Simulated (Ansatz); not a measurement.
# H3NO2Si + NH3: a complex and its separated parts, part 2 of 2

Ansatz 0.2.0, Gaussian basis. The steps go on from the part before.

## 13. CAM-B3LYP-D4/def2-TZVPP

The inputs:

parta/in.yaml

```yaml
crystal:
  periodic: [false, false, false]
  atoms:
    - {symbol: Si, position_ang: [-0.887015, -0.339455, -0.004844]}
    - {symbol: N, position_ang: [-0.476736, -1.808677, 0.392698]}
    - {symbol: O, position_ang: [-0.864184, 0.141728, -1.554916]}
    - {symbol: O, position_ang: [-1.378443, 0.942293, 0.853755]}
    - {symbol: H, position_ang: [-0.472211, -2.161018, 1.336559]}
    - {symbol: H, position_ang: [-0.586188, -0.537359, -2.175664]}
    - {symbol: H, position_ang: [-1.572705, 1.744300, 0.361552]}
basis:
  gaussian: {orbitals: def2-TZVPP}
hamiltonian: {xc: {name: CAM-B3LYP}, dispersion: d4}
```

partb/in.yaml

```yaml
crystal:
  periodic: [false, false, false]
  atoms:
    - {symbol: N, position_ang: [1.285163, 0.448127, 0.166091]}
    - {symbol: H, position_ang: [1.825210, -0.392525, 0.330282]}
    - {symbol: H, position_ang: [1.673770, 0.895339, -0.655045]}
    - {symbol: H, position_ang: [1.453541, 1.067248, 0.949428]}
basis:
  gaussian: {orbitals: def2-TZVPP}
hamiltonian: {xc: {name: CAM-B3LYP}, dispersion: d4}
```

Each run has its own folder and the same command.

Started as:

```sh
> ansatz run in.yaml --threads 8 --pin off --events-out ev --progress --plain --max-ram 19148MiB
```

parta printed, cut to the lines that bear on the results:

```text
Functional definition: CAM-B3LYP
  name "CAM-B3LYP"
  cite "Yanai, Tew & Handy, Chem. Phys. Lett. 393, 51 (2004) doi:10.1016/j.cplett.2004.06.011"
  cite "Iikura, Tsuneda, Yanai & Hirao, J. Chem. Phys. 115, 3540 (2001) doi:10.1063/1.1383587"
  cite "Becke, Phys. Rev. A 38, 3098 (1988) doi:10.1103/PhysRevA.38.3098"
  cite "Lee, Yang & Parr, Phys. Rev. B 37, 785 (1988) doi:10.1103/PhysRevB.37.785"
[...]
  # Exact exchange under (alpha + beta erf(omega r))/r, Becke's under what is left of 1/r.
[...]
925 factors; their error is unknown
225 factors; integrals over basis functions are off by at most 1.2e-5 eV
[...]
mean field -13513.80639979 eV, -496.6232252053 hartree, gradient 2.9e-5 eV, S^2 0.000000; 0 other end points of the search recorded, 0 dependent functions left out
reference -13513.80650583 eV, -496.6232291023 hartree; 20, 20 occupied and 157, 157 virtual orbitals, 925 factors
Total energy: -13513.91261608 eV, -496.6271285818 hartree
```

Output in partb, cut to the lines that bear on the results:

```text
[... 6 set-up lines as earlier in the session ...]
[...]
  # Exact exchange under (alpha + beta erf(omega r))/r, Becke's under what is left of 1/r.
[...]
332 factors; their error is unknown
102 factors; integrals over basis functions are off by at most 1.3e-5 eV
[...]
mean field -1539.00932417 eV, -56.5575494851 hartree, gradient 6.3e-5 eV, S^2 0.000000; 0 other end points of the search recorded, 0 dependent functions left out
reference -1539.00939226 eV, -56.5575519874 hartree; 5, 5 occupied and 68, 68 virtual orbitals, 332 factors
Total energy: -1539.01811703 eV, -56.5578726169 hartree
```

Times: 1.2 s (parta), 0.3 s (partb) on 8 threads of Arm Neoverse V1, shared host.

## 14. wB97X-V/def2-TZVPP

The same edit goes into each in.yaml of step 13 (parta, partb):

```diff
-hamiltonian: {xc: {name: CAM-B3LYP}, dispersion: d4}
+hamiltonian: {xc: {name: wB97X-V}}
```

The same command starts each run, in its folder.

Started as:

```sh
> ansatz run in.yaml --threads 8 --pin off --events-out ev --progress --plain --max-ram 19148MiB
```

parta printed, cut to the lines that bear on the results:

```text
Functional definition: wB97X-V
  name "wB97X-V"
  cite "Mardirossian & Head-Gordon, Phys. Chem. Chem. Phys. 16, 9904 (2014) doi:10.1039/C3CP54374A"
[... 2 set-up lines as earlier in the session ...]
[...]
      + integral(e_c_pw_opposite_spin*poly(b97_u_opposite, cos0, cos1)) + vv10(b, c)
925 factors; their error is unknown
199 factors; integrals over basis functions are off by at most 8.3e-6 eV
[...]
mean field -13512.18335589 eV, -496.5635794423 hartree, gradient 5.8e-5 eV, S^2 0.000000; 0 other end points of the search recorded, 0 dependent functions left out
reference -13512.18335420 eV, -496.5635793799 hartree; 20, 20 occupied and 157, 157 virtual orbitals, 925 factors
Total energy: -13512.18335420 eV, -496.5635793799 hartree
```

partb printed, cut to the lines that bear on the results:

```text
[... 5 set-up lines as earlier in the session ...]
[...]
      + integral(e_c_pw_opposite_spin*poly(b97_u_opposite, cos0, cos1)) + vv10(b, c)
332 factors; their error is unknown
93 factors; integrals over basis functions are off by at most 7.8e-6 eV
[...]
mean field -1539.14323501 eV, -56.5624706179 hartree, gradient 1.3e-5 eV, S^2 0.000000; 0 other end points of the search recorded, 0 dependent functions left out
reference -1539.14323391 eV, -56.5624705775 hartree; 5, 5 occupied and 68, 68 virtual orbitals, 332 factors
Total energy: -1539.14323391 eV, -56.5624705775 hartree
```

They took 2.4 s (parta), 0.45 s (partb) on 8 threads of Arm Neoverse V1, shared host.

## 15. wB97M-V/def2-TZVPP

The same edit goes into each in.yaml of step 14 (parta, partb):

```diff
-hamiltonian: {xc: {name: wB97X-V}}
+hamiltonian: {xc: {name: wB97M-V}}
```

Each run has its own folder and the same command.

Started as:

```sh
> ansatz run in.yaml --threads 8 --pin off --events-out ev --progress --plain --max-ram 19148MiB
```

parta printed, cut to the lines that bear on the results:

```text
Functional definition: wB97M-V
  name "wB97M-V"
  cite "Mardirossian & Head-Gordon, J. Chem. Phys. 144, 214110 (2016) doi:10.1063/1.4952647"
[... 2 set-up lines as earlier in the session ...]
  # Of w^i u^j: cxij and so on, Table III.
[...]
  gx(w, u) = 1 - cx + cx01*u + cx10*w
[...]
      + integral(e_c_pw_mod_opposite_spin*gos(b97_w_opposite, b97_u_opposite)) + vv10(b, c)
925 factors; their error is unknown
199 factors; integrals over basis functions are off by at most 8.3e-6 eV
[...]
mean field -13513.37502187 eV, -496.6073723591 hartree, gradient 6.4e-5 eV, S^2 0.000000; 0 other end points of the search recorded, 0 dependent functions left out
reference -13513.37506338 eV, -496.6073738846 hartree; 20, 20 occupied and 157, 157 virtual orbitals, 925 factors
Total energy: -13513.37506338 eV, -496.6073738846 hartree
```

Output in partb, cut to the lines that bear on the results:

```text
[... 5 set-up lines as earlier in the session ...]
  # Of w^i u^j: cxij and so on, Table III.
[...]
  gx(w, u) = 1 - cx + cx01*u + cx10*w
[...]
      + integral(e_c_pw_mod_opposite_spin*gos(b97_w_opposite, b97_u_opposite)) + vv10(b, c)
332 factors; their error is unknown
93 factors; integrals over basis functions are off by at most 7.8e-6 eV
[...]
mean field -1538.84210955 eV, -56.5514044613 hartree, gradient 5.4e-5 eV, S^2 0.000000; 0 other end points of the search recorded, 0 dependent functions left out
reference -1538.84213642 eV, -56.5514054488 hartree; 5, 5 occupied and 68, 68 virtual orbitals, 332 factors
Total energy: -1538.84213642 eV, -56.5514054488 hartree
```

Wall times: 2.7 s (parta), 0.46 s (partb) on 8 threads of Arm Neoverse V1, shared host.

## 16. B2PLYP/def2-TZVPP

Each input of step 15 (parta, partb) changes in the same lines:

```diff
-hamiltonian: {xc: {name: wB97M-V}}
+hamiltonian: {xc: {name: B2PLYP}}
```

Each run has its own folder and the same command.

Started as:

```sh
> ansatz run in.yaml --threads 8 --pin off --events-out ev --progress --plain --max-ram 19148MiB
```

Log of parta, cut to the lines that bear on the results:

```text
Functional definition: B2PLYP
  name "B2PLYP"
  cite "Grimme, J. Chem. Phys. 124, 034108 (2006) doi:10.1063/1.2148954"
[... 2 set-up lines as earlier in the session ...]
[...]
1084 factors; integrals over basis functions are off by at most 1.1e-3 eV
[...]
mean field -13501.52060888 eV, -496.1717307169 hartree, gradient 4.4e-6 eV, S^2 0.000000; 0 other end points of the search recorded, 0 dependent functions left out
8 core orbitals not correlated: weight in the atoms' cores, before any rotation towards them, 1.000 or more for the frozen orbitals, at most 0.000 for the correlated occupied ones
reference -13501.52074596 eV, -496.1717357545 hartree; 12, 12 occupied and 157, 157 virtual orbitals, 1084 factors
second order -26.33602847 eV of doubles, -0.00000000 eV of singles
Total energy: -13508.63147364 eV, -496.4330501771 hartree
```

Output in partb, cut to the lines that bear on the results:

```text
[... 5 set-up lines as earlier in the session ...]
[...]
416 factors; integrals over basis functions are off by at most 9.6e-4 eV
[...]
mean field -1536.38013150 eV, -56.4609284366 hartree, gradient 8.3e-6 eV, S^2 0.000000; 0 other end points of the search recorded, 0 dependent functions left out
1 core orbitals not correlated: weight in the atoms' cores, before any rotation towards them, 1.000 or more for the frozen orbitals, at most 0.000 for the correlated occupied ones
reference -1536.38022172 eV, -56.4609317524 hartree; 4, 4 occupied and 68, 68 virtual orbitals, 416 factors
second order -7.62100178 eV of doubles, -0.00000000 eV of singles
Total energy: -1538.43789220 eV, -56.5365497478 hartree
```

Times: 1.9 s (parta), 0.3 s (partb) on 8 threads of Arm Neoverse V1, shared host.

## 17. PBE-QIDH/def2-TZVPP

The same edit goes into each in.yaml of step 16 (parta, partb):

```diff
-hamiltonian: {xc: {name: B2PLYP}}
+hamiltonian: {xc: {name: PBE-QIDH}}
```

One command serves all of them, each in its own folder.

Started as:

```sh
> ansatz run in.yaml --threads 8 --pin off --events-out ev --progress --plain --max-ram 19148MiB
```

parta printed, cut to the lines that bear on the results:

```text
Functional definition: PBE-QIDH
  name "PBE-QIDH"
  cite "Brémond, Sancho-García, Pérez-Jiménez & Adamo, J. Chem. Phys. 141, 031101 (2014) doi:10.1063/1.4890314"
[... 1 set-up line as earlier in the session ...]
[...]
1084 factors; integrals over basis functions are off by at most 1.1e-3 eV
[...]
mean field -13494.87922766 eV, -495.9276644587 hartree, gradient 7.9e-6 eV, S^2 0.000000; 0 other end points of the search recorded, 0 dependent functions left out
8 core orbitals not correlated: weight in the atoms' cores, before any rotation towards them, 1.000 or more for the frozen orbitals, at most 0.000 for the correlated occupied ones
reference -13494.87923805 eV, -495.9276648408 hartree; 12, 12 occupied and 157, 157 virtual orbitals, 1084 factors
second order -24.39511003 eV of doubles, -0.00000000 eV of singles
Total energy: -13503.01094140 eV, -496.2264994268 hartree
```

Output in partb, cut to the lines that bear on the results:

```text
[... 4 set-up lines as earlier in the session ...]
[...]
416 factors; integrals over basis functions are off by at most 9.6e-4 eV
[...]
mean field -1535.33272499 eV, -56.4224369573 hartree, gradient 2.1e-6 eV, S^2 0.000000; 0 other end points of the search recorded, 0 dependent functions left out
1 core orbitals not correlated: weight in the atoms' cores, before any rotation towards them, 1.000 or more for the frozen orbitals, at most 0.000 for the correlated occupied ones
reference -1535.33273175 eV, -56.4224372060 hartree; 4, 4 occupied and 68, 68 virtual orbitals, 416 factors
second order -7.10227446 eV of doubles, -0.00000000 eV of singles
Total energy: -1537.70015657 eV, -56.5094384634 hartree
```

Times: 1.7 s (parta), 0.3 s (partb) on 8 threads of Arm Neoverse V1, shared host.

## 18. RPA on PBE/def2-TZVPP

The same edit goes into each in.yaml of step 17 (parta, partb):

```diff
-hamiltonian: {xc: {name: PBE-QIDH}}
+hamiltonian: {xc: pbe}
+correlation: {method: rpa}
```

Each run has its own folder and the same command.

Started as:

```sh
> ansatz run in.yaml --threads 8 --pin off --events-out ev --progress --plain --max-ram 19148MiB
```

Log of parta, cut to the lines that bear on the results:

```text
[... 4 set-up lines as earlier in the session ...]
[...]
1084 factors; integrals over basis functions are off by at most 1.1e-3 eV
[...]
mean field -13505.36081267 eV, -496.3128556033 hartree, gradient 1.7e-6 eV, S^2 0.000000; 1 other end points of the search recorded, 0 dependent functions left out
8 core orbitals not correlated: weight in the atoms' cores, before any rotation towards them, 1.000 or more for the frozen orbitals, at most 0.000 for the correlated occupied ones
reference -13469.39872092 eV, -494.9912731075 hartree; 12, 12 occupied and 157, 157 virtual orbitals, 1084 factors
Total energy: -13502.83048288 eV, -496.2198676987 hartree
```

partb printed, cut to the lines that bear on the results:

```text
[... 4 set-up lines as earlier in the session ...]
[...]
416 factors; integrals over basis functions are off by at most 9.6e-4 eV
[...]
mean field -1537.73150339 eV, -56.5105904376 hartree, gradient 7.2e-6 eV, S^2 0.000000; 0 other end points of the search recorded, 0 dependent functions left out
1 core orbitals not correlated: weight in the atoms' cores, before any rotation towards them, 1.000 or more for the frozen orbitals, at most 0.000 for the correlated occupied ones
reference -1529.64069174 eV, -56.2132585937 hartree; 4, 4 occupied and 68, 68 virtual orbitals, 416 factors
Total energy: -1540.11753060 eV, -56.5982753205 hartree
```

They took 2.1 s (parta), 0.35 s (partb) on 8 threads of Arm Neoverse V1, shared host.

## 19. CCSD(T)/def2-TZVPP

The same edit goes into each in.yaml of step 18 (parta, partb):

```diff
-hamiltonian: {xc: pbe}
-correlation: {method: rpa}
+correlation: {method: ccsd_t}
```

One command serves all of them, each in its own folder.

Started as:

```sh
> ansatz run in.yaml --threads 8 --pin off --events-out ev --progress --plain --max-ram 19148MiB
```

Output in parta, cut to the lines that bear on the results:

```text
Functional definition: HF
  name "HF"
  cite "Fock, Z. Phys. 61, 126 (1930) doi:10.1007/BF01340294"
[... 1 set-up line as earlier in the session ...]
[...]
1084 factors; integrals over basis functions are off by at most 1.1e-3 eV
[...]
mean field -13470.78016985 eV, -495.0420404193 hartree, gradient 2.2e-6 eV, S^2 0.000000; 0 other end points of the search recorded, 0 dependent functions left out
8 core orbitals not correlated: weight in the atoms' cores, before any rotation towards them, 1.000 or more for the frozen orbitals, at most 0.000 for the correlated occupied ones
reference -13470.78016985 eV, -495.0420404193 hartree; 12, 12 occupied and 157, 157 virtual orbitals, 1084 factors
second order -21.73709652 eV of doubles, -0.00000000 eV of singles
cycle   1  -21.40006310 eV  change    3.4e-1 eV  update   1.0e-1
[...]
cycle  10  -21.98576364 eV  change   -3.8e-6 eV  update   1.8e-5
perturbative correction -0.87087247 eV, -0.0320039730 hartree
Total energy: -13493.63680596 eV, -495.8820063035 hartree
```

Output in partb, cut to the lines that bear on the results:

```text
[... 4 set-up lines as earlier in the session ...]
[...]
416 factors; integrals over basis functions are off by at most 9.6e-4 eV
[...]
mean field -1529.85252419 eV, -56.2210432928 hartree, gradient 4.1e-6 eV, S^2 0.000000; 0 other end points of the search recorded, 0 dependent functions left out
1 core orbitals not correlated: weight in the atoms' cores, before any rotation towards them, 1.000 or more for the frozen orbitals, at most 0.000 for the correlated occupied ones
reference -1529.85252419 eV, -56.2210432928 hartree; 4, 4 occupied and 68, 68 virtual orbitals, 416 factors
second order -6.38826595 eV of doubles, -0.00000000 eV of singles
cycle   1  -6.57732453 eV  change   -1.9e-1 eV  update   3.9e-2
[...]
cycle   9  -6.72921302 eV  change    3.2e-6 eV  update   2.3e-6
perturbative correction -0.20701668 eV, -0.0076077226 hartree
Total energy: -1536.78875389 eV, -56.4759450326 hartree
```

Wall times: 15 s (parta), 0.35 s (partb) on 8 threads of Arm Neoverse V1, shared host; peak memory 1.7 GiB.

## 20. Vibrations of H3NO2Si

The input, vib-parta/in.yaml:

```yaml
crystal:
  periodic: [false, false, false]
  atoms:
    - {symbol: Si, position_ang: [-0.887015, -0.339455, -0.004844]}
    - {symbol: N, position_ang: [-0.476736, -1.808677, 0.392698]}
    - {symbol: O, position_ang: [-0.864184, 0.141728, -1.554916]}
    - {symbol: O, position_ang: [-1.378443, 0.942293, 0.853755]}
    - {symbol: H, position_ang: [-0.472211, -2.161018, 1.336559]}
    - {symbol: H, position_ang: [-0.586188, -0.537359, -2.175664]}
    - {symbol: H, position_ang: [-1.572705, 1.744300, 0.361552]}
basis:
  gaussian: {orbitals: def2-TZVP}
hamiltonian: {xc: pbe0, dispersion: d4}
phonons: {temperatures: {t_min: 298.15, t_max: 900, t_step: 200}}
```

Started as:

```sh
> ansatz run in.yaml --threads 8 --pin off --events-out ev --progress --plain --max-ram 19148MiB
```

The program printed, cut to the lines that bear on the results:

```text
[... 5 set-up lines as earlier in the session ...]
[...]
857 factors; their error is unknown
[...]
mean field -13505.88709969 eV, -496.3321962945 hartree, gradient 4.4e-5 eV, S^2 0.000000; 0 other end points of the search recorded, 0 dependent functions left out
[...]
Atom 4 at    -0.472211    -2.161018     1.336559 Å, force     0.000328    -0.002254     0.001814 eV/Å
Atom 5 at    -0.586188    -0.537359    -2.175664 Å, force     0.000843    -0.001438     0.000352 eV/Å
Atom 6 at    -1.572705     1.744300     0.361552 Å, force    -0.000014     0.000635     0.001217 eV/Å
Dipole moment:    -0.115273     0.452103    -0.225748 e Å
Vibrations: 299.54 314.21 317.57 361.23 437.76 531.22 617.32 812.22 846.59 875.78 1000.13 1249.03 3673.00 3889.61 3892.95 cm⁻¹, zero-point energy 1.185174 eV
```

Run time: 30 s. Hardware: 8 threads of Arm Neoverse V1, shared host.

Wavenumbers and character of the modes:

```tsv
mode	wavenumber (cm⁻¹)	character
1	300	bend
2	314	bend
3	318	torsion
4	361	torsion
5	438	torsion
6	531	torsion
7	617	bend
8	812	Si–O stretch with bend
9	847	bend
10	876	bend
11	1000	Si–O stretch
12	1249	Si–N stretch
13	3673	N–H stretch
14	3890	O–H stretch
15	3893	O–H stretch
```

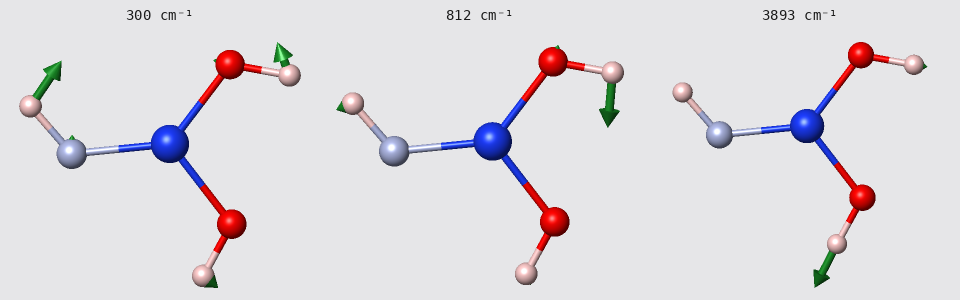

How the atoms move in 3 of the modes.

Vibrational sums (real modes only):

```tsv
T (K)	entropy (J/mol/K)	heat capacity (J/mol/K)
298	32.2	51.8
498	64.8	74.5
698	91.9	85.5
898	114.3	92.3
```

## 21. Vibrations of NH3

The input, vib-partb/in.yaml:

```yaml
crystal:
  periodic: [false, false, false]
  atoms:
    - {symbol: N, position_ang: [1.285163, 0.448127, 0.166091]}
    - {symbol: H, position_ang: [1.825210, -0.392525, 0.330282]}
    - {symbol: H, position_ang: [1.673770, 0.895339, -0.655045]}
    - {symbol: H, position_ang: [1.453541, 1.067248, 0.949428]}
basis:
  gaussian: {orbitals: def2-TZVP}
hamiltonian: {xc: pbe0, dispersion: d4}
phonons: {temperatures: {t_min: 298.15, t_max: 900, t_step: 200}}
```

Started as:

```sh
> ansatz run in.yaml --threads 8 --pin off --events-out ev --progress --plain --max-ram 19148MiB
```

The program printed, cut to the lines that bear on the results:

```text
[... 5 set-up lines as earlier in the session ...]
[...]
287 factors; their error is unknown
[...]
mean field -1537.79931157 eV, -56.5130823424 hartree, gradient 1.3e-5 eV, S^2 0.000000; 0 other end points of the search recorded, 0 dependent functions left out
[...]
Atom 1 at     1.825210    -0.392525     0.330282 Å, force    -0.000042     0.000371    -0.000011 eV/Å
Atom 2 at     1.673770     0.895339    -0.655045 Å, force     0.000242     0.000148    -0.000131 eV/Å
Atom 3 at     1.453541     1.067248     0.949428 Å, force     0.000223     0.000138     0.000156 eV/Å
Dipole moment:     0.343175     0.070602     0.039538 e Å
Vibrations: 1030.80 1669.51 1669.56 3502.34 3631.42 3631.51 cm⁻¹, zero-point energy 0.938259 eV
```

Wall time 2.5 s (8 threads of Arm Neoverse V1, shared host).

Wavenumbers and character of the modes:

```tsv
mode	wavenumber (cm⁻¹)	character
1	1031	bend
2	1670	bend
3	1670	bend
4	3502	N–H stretch
5	3631	N–H stretch
6	3632	N–H stretch
```

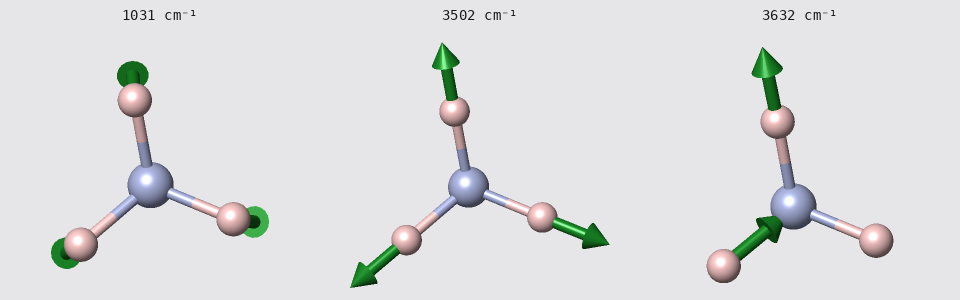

How the atoms move in 3 of the modes.

Vibrational sums (real modes only):

```tsv
T (K)	entropy (J/mol/K)	heat capacity (J/mol/K)
298	0.4	1.8
498	2.6	7.4
698	6.0	13.4
898	10.1	18.8
```

## 22. Complex less separated parts

The complex's own energies come from single points at the same levels.

Rows are in def2-TZVPP; times add the 3 runs of a level on a shared host, so small differences are noise.

Differences are taken before rounding.

```tsv
method	rung	complex less parts (eV)	from CCSD(T) (eV)	time
SPW92	LDA	-1.486	-0.355	1.6 s
PBE-D4	GGA	-1.131	0.000	2.3 s
BLYP-D4	GGA	-0.997	+0.134	2.4 s
r2SCAN-D4	meta-GGA	-1.186	-0.055	4.7 s
B97M-V	meta-GGA	-1.105	+0.026	7.9 s
PBE0-D4	hybrid	-1.231	-0.100	3 s
B3LYP-D4	hybrid	-1.099	+0.033	2.9 s
r2SCAN0-D4	hybrid	-1.263	-0.132	4.9 s
BHLYP-D4	hybrid	-1.211	-0.079	4 s
CAM-B3LYP-D4	range-separated hybrid	-1.183	-0.051	3.5 s
wB97X-V	range-separated hybrid	-1.202	-0.071	7.7 s
wB97M-V	range-separated hybrid	-1.192	-0.061	8.7 s
B2PLYP	double hybrid	-1.040	+0.092	5.7 s
PBE-QIDH	double hybrid	-1.241	-0.110	5.2 s
RPA on PBE	RPA	-1.011	+0.121	6.6 s
Hartree-Fock	wavefunction	-0.974	+0.157	
MP2	wavefunction	-1.166	-0.035	
CCSD	wavefunction	-1.117	+0.014	
CCSD(T)	wavefunction	-1.131	0	1.9 min
```

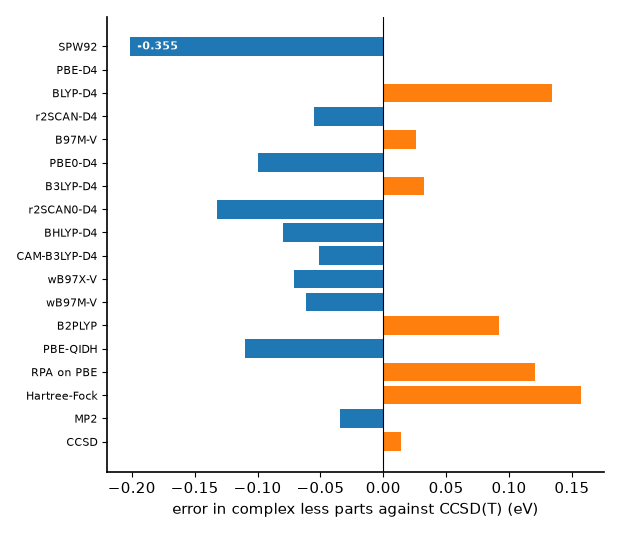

Deviations from CCSD(T), method by method. Bars with a number in them are cut short.

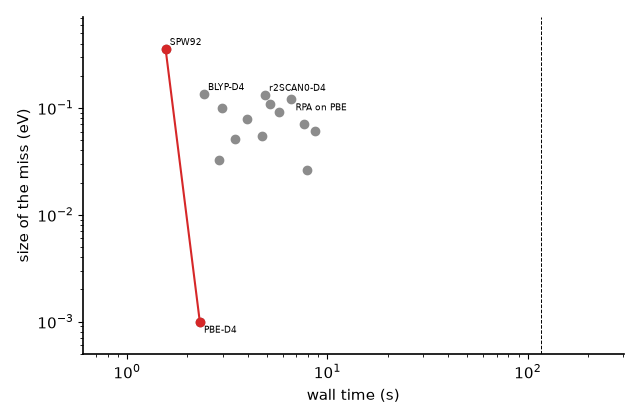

Accuracy for the time spent; red marks the levels that beat every quicker one drawn (of those quicker than the yardstick), and the dashed line is the time of CCSD(T). Only those levels and the largest misses are named. Misses under 0.001 eV are drawn at that value. Times are from a shared host.

PBE-D4 reaches 0.000 eV from the reference in 2.3 s, where CCSD(T) took 1.9 min; the quickest level in the cost chart, SPW92, takes 1.6 s and misses by 0.355 eV.

The complex's zero-point energy, from a separate PBE0-D4 run, is 2.265 eV.

## 23. Results

This closing draws on all 2 parts.

| quantity | value |
| --- | --- |
| complex less parts, CCSD(T)/def2-TZVPP | -1.131 eV |
| with zero-point energy | -0.990 eV |
| largest T1 diagnostic | 0.014 |

**Reading.** At CCSD(T) the complex lies 1.131 eV below its parts. The functionals run from PBE-D4, off by 0.000 eV, to SPW92, off by -0.355 eV, against CCSD(T). Mean unsigned error by rung: LDA 0.355, GGA 0.067, meta-GGA 0.041, hybrid 0.086, range-separated hybrid 0.061, double hybrid 0.101 eV. The double hybrids carry no dispersion term here, unlike the levels marked D4 or V. PBE-D4 gives a relative energy 0.000 eV too low, inside chemical accuracy (1 kcal/mol, 0.043 eV). No counterpoise was applied, and triple zeta lacks some correlation, so the CCSD(T) reference has a basis error of its own, and close matches with it are partly luck.
